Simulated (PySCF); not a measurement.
Al(H)(OSiH3)2, SMILES [SiH3][O][AlH][O][SiH3] at its CAM-B3LYP/def2-SVP optimised geometry (Å):

```
12

Al    -1.5826    -1.9904     2.7054
H     -3.1024    -2.1168     3.0412
O     -0.4292    -2.6788     3.7259
Si     0.7716    -3.3059     4.6591
H      0.6998    -2.7391     6.0345
H      2.1069    -2.9842     4.0824
H      0.6344    -4.7865     4.7422
O     -1.0872    -1.1641     1.3204
Si    -0.5074    -0.3730     0.0000
H     -0.9815     1.0388     0.0000
H     -0.9823    -1.0388    -1.2447
H      0.9823    -0.3730     0.0000
```

Method: CAM-B3LYP/def2-TZVP in PySCF 2.14.0. Cells within 0.4 Å of a nucleus heavier than hydrogen are left out (blank, or x).

Map of the Laplacian of the electron density (e/bohr⁵) on the plane z = 1.5 Å:

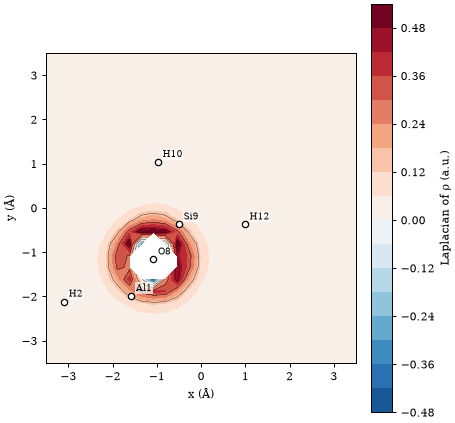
Figure. Laplacian of the electron density (e/bohr⁵) on the plane z = 1.5 Å.
